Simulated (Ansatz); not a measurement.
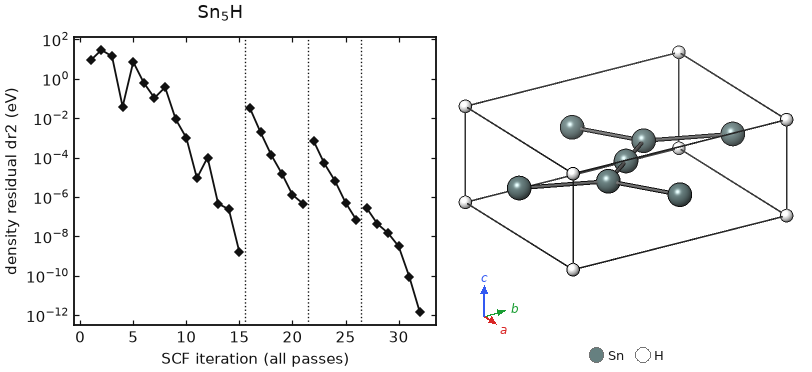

Beside the plot: the structure in its conventional cell.

The plot shows the SCF iterations of a calculation: density residual dr2. Each stretch between dotted lines is the SCF of one geometry step of a relaxation. The starting density is a sum of atomic densities corrected by a trained network. Pass 4 re-solves the same geometry on a plane-wave basis chosen afresh for the new cell.

System: Sn₅H (P6/mmm, 6 atoms in the cell).
Method: DFT PBE, scalar-relativistic, plane waves, PAW in Ansatz 0.2.0; cutoff 420 eV, 6×6×12 k-mesh, Gaussian smearing of 0.1 eV.

> Did the calculation converge?

It converged, after 32 iterations in all. There are 4 passes, of 15, 6, 5 and 6 iterations. In pass 1 (steps counted along the axis), the residual falls unevenly and jumps up by a factor of two or more 4 times on the way down, most sharply at step 5 (by a factor of about 200). The relaxation met its thresholds.
